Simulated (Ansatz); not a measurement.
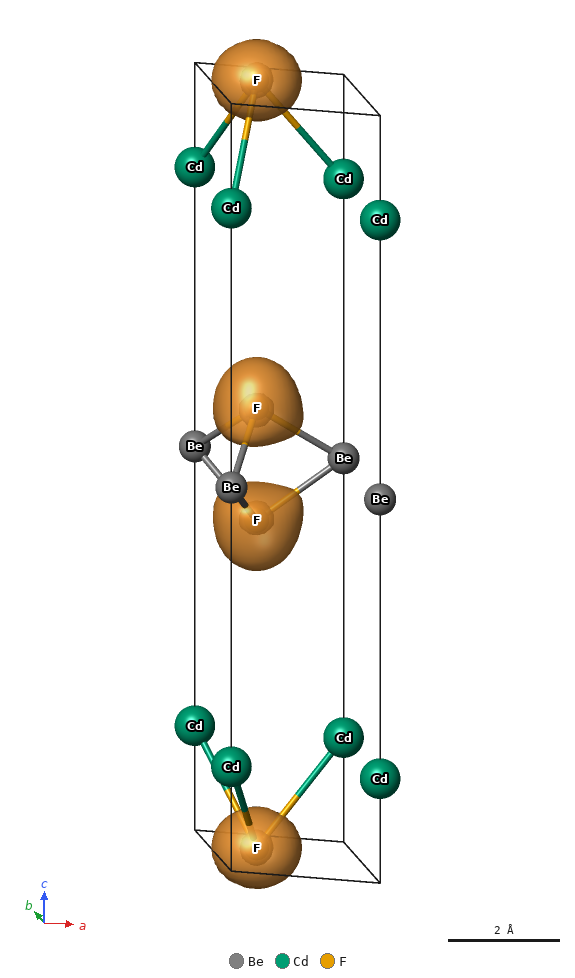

The picture shows: BeCd2F3. Isosurface of the ELF at 0.7 (orange), seen slightly off an axis. Core shells and regions of very low density are left out. Sticks mark near contacts.

Space group P-6m2; a structure generated by program, which may or may not match a known phase; computed without spin polarisation.

Computed with DFT PBE, scalar-relativistic, plane waves, PAW in Ansatz.

Core electrons are frozen (PAW), and the valence fields are smoothed inside the atomic spheres.

Input

```
crystal:
  lattice:
    - [2.8111132847, 0.0, 0.0]
    - [-1.4055566423, 2.4344955174, 0.0]
    - [0.0, 0.0, 14.4718346571]
  atoms:
    - { symbol: Be, position: [0.0, 0.0, 0.5] }
    - { symbol: Cd, position: [0.0, 0.0, 0.863933387] }
    - { symbol: Cd, position: [0.0, 0.0, 0.136066613] }
    - { symbol: F, position: [0.3333333333, 0.6666666667, 0.0] }
    - { symbol: F, position: [0.3333333333, 0.6666666667, 0.4267493481] }
    - { symbol: F, position: [0.3333333333, 0.6666666667, 0.5732506519] }
basis:
  ecutwfc: 420
kpoints:
  mp_grid: { grid: [18, 18, 4] }
  band_path:
    path:
      - [[0.0, 0.0, 0.0], [0.5, 0.0, 0.0], [0.33333333, 0.33333333, 0.0], [0.0, 0.0, 0.0], [0.0, 0.0, 0.5], [0.5, 0.0, 0.5], [0.33333333, 0.33333333, 0.5], [0.0, 0.0, 0.5]]
      - [[0.5, 0.0, 0.5], [0.5, 0.0, 0.0]]
      - [[0.33333333, 0.33333333, 0.5], [0.33333333, 0.33333333, 0.0]]
    npoints: 14
hamiltonian:
  xc: pbe
scf:
  occupations: { method: gaussian, width: 0.1 }
  n_extra_bands: 15
output:
  forces: true
  stress: true
  eigenvalues: true
  populations: true
  dos: { projected: true, de: 0.02, nscf_kmesh: { grid: [22, 22, 5] } }
  bader: true
  write_density: true
  write_potential: true
  elf: true
  volumetric_format: npy
```

Command:

```sh
ansatz run input.yaml --threads 1 --pin off --max-ram 2560MiB --backend cpu --events-out ev --progress --plain --runs-dir out
```

Below, planes, directions and counts refer to the conventional cell (a = 2.81 Å, b = 2.81 Å, c = 14.47 Å, α = 90.00°, β = 90.00°, γ = 120.00°).

Question: Where are the electrons localised?

Answer: The surface consists of three regions wrapped around F (the valence shell of each), counted in one cell of 6 atoms. Any copies at cell faces, edges or corners count once. Profiles from the grid: Be–F (1.94 Å): the ELF peaks at about 0.80 in the valence shell of F, 0.6 Å from its nucleus, and is about 0.65 at the midpoint. Cd–F (2.55 Å): the ELF is about 0.05 at the midpoint; no shared electron pair shows on this line.
